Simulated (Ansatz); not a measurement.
**CCSDT/cc-pVTZ run of AlH (SMILES [AlH])**

What is the electronic atomisation energy of AlH at CCSDT/cc-pVTZ? 

Program for the calculation: Ansatz 0.2.0.

53 further runs of the same task are left out: 53 set aside as unsound or not needed.

## (1) Starting point

The species is AlH (2 atoms), meant as a singlet with charge 0. As SMILES, `[AlH]`. Geometry: a GFN2-xTB relaxation, a rough one for these elements and not checked as a minimum.

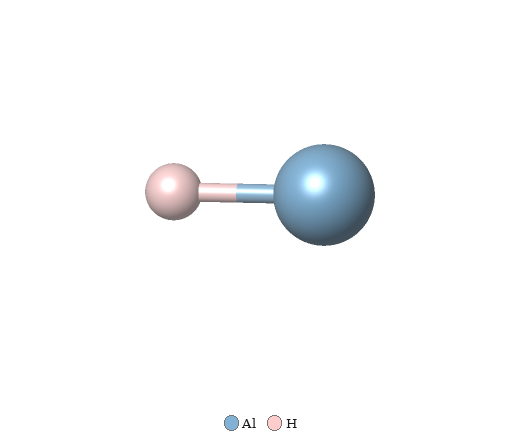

The structure, seen from a chosen angle (aluminium light blue, hydrogen pink).

## (2) A single-point energy at CCSDT/cc-pVTZ

job.yaml reads:

```yaml
crystal:
  periodic: [false, false, false]
  atoms:
    - {symbol: Al, position_ang: [0.000000, 0.000000, 0.000000]}
    - {symbol: H, position_ang: [0.000000, 0.000000, 1.613470]}
basis:
  gaussian: {orbitals: cc-pVTZ}
correlation: {method: ccsdt, frozen_orbitals: {Al: 5, H: 0}}
scf: {omitted_lower_state_checks: [cluster_reference, increment]}
accuracy: high
```

Command:

```bash
$ ansatz run job.yaml --threads 1 --pin off --max-ram 2610MiB --events-out events.jsonl --progress --plain --runs-dir runs
```

The program printed, cut to the lines that bear on the results:

```text
Warning: RAYON_NUM_THREADS=1 ignored (pool sized by the plan → 1); use --threads N
Functional definition: HF
  name "HF"
[...]
632 factors; integrals over basis functions are off by at most 3.7e-9 eV
[...]
mean field -6597.71379508 eV, -242.4615098782 hartree, gradient 4.5e-8 eV, S^2 0.000000; 0 other end points of the search recorded, 0 dependent functions left out; unrestricted orbitals would lower it
5 core orbitals not correlated: weight in the atoms' cores, before any rotation towards them, 1.000 or more for the frozen orbitals, at most 0.000 for the correlated occupied ones
reference -6597.71379508 eV, -242.4615098782 hartree; 2, 2 occupied and 41, 41 virtual orbitals, 632 factors
second order -1.68921009 eV of doubles, -0.00000000 eV of singles
cycle   1  -2.03670275 eV  change   -3.5e-1 eV  update   6.6e-2
[...]
cycle  20  -2.29019474 eV  change  -3.1e-10 eV  update  1.7e-10
Total energy: -6600.00398982 eV, -242.5456729824 hartree
Checks for a lower state left out: cluster_reference, increment
```

Run time: 2.8 s. Hardware: 1 thread of Intel Xeon Platinum 8259CL at 2.50GHz (Skylake/Cascade Lake), shared host; peak memory 0.14 GiB.

## (3) The Al atom at the same level

input.yaml reads:

```yaml
crystal:
  periodic: [false, false, false]
  atoms:
    - symbol: Al
      position_ang: [0.000000, 0.000000, 0.000000]
basis:
  gaussian: {orbitals: cc-pVTZ}
magnetization: {spin_polarized: true, initial_magnetization: 1}
accuracy: high
scf: {omitted_lower_state_checks: [cluster_reference, increment]}
total_charge: 0
correlation: {method: ccsdt, frozen_orbitals: {Al: 5}}
```

Run the same way, it converges to -241.93168 Eh (log not shown).

## (4) The H atom: a single-point energy at UHF/cc-pVTZ

molecule.yaml reads:

```yaml
basis:
  gaussian:
    orbitals: cc-pVTZ
crystal:
  periodic: [false, false, false]
  atoms:
    - {symbol: H, position_ang: [0.000000, 0.000000, 0.000000]}
magnetization:
  spin_polarized: true
  initial_magnetization: 1
hamiltonian:
  xc: hf
accuracy: high
```

Run the same way, it converges to -0.49981 Eh (log not shown).

## (5) Summary of results

Level: CCSDT/cc-pVTZ, 5 core orbitals frozen.

| quantity | value |
| --- | --- |
| molecule: total energy | -242.54567 Eh |
| molecule: correlation energy (5 core orbitals frozen) | -84.2 mEh |
| molecule: T1 diagnostic | 0.013 |
| Al atom: total energy | -241.93168 Eh |
| Al atom: correlation energy (5 core orbitals frozen) | -52.6 mEh |
| Al atom: ⟨S²⟩ of the reference determinant | 0.770 |
| Al atom: T1 diagnostic | 0.018 |
| H atom: total energy | -0.49981 Eh |
| H atom: ⟨S²⟩ | 0.750 |
| electronic atomisation energy | 3.107 eV |

Taking the molecule apart into free atoms costs 3.11 eV (300 kJ/mol), before zero-point energy and without spin-orbit coupling. The restricted solution (molecule) is unstable to spin breaking: an unrestricted one lies lower.
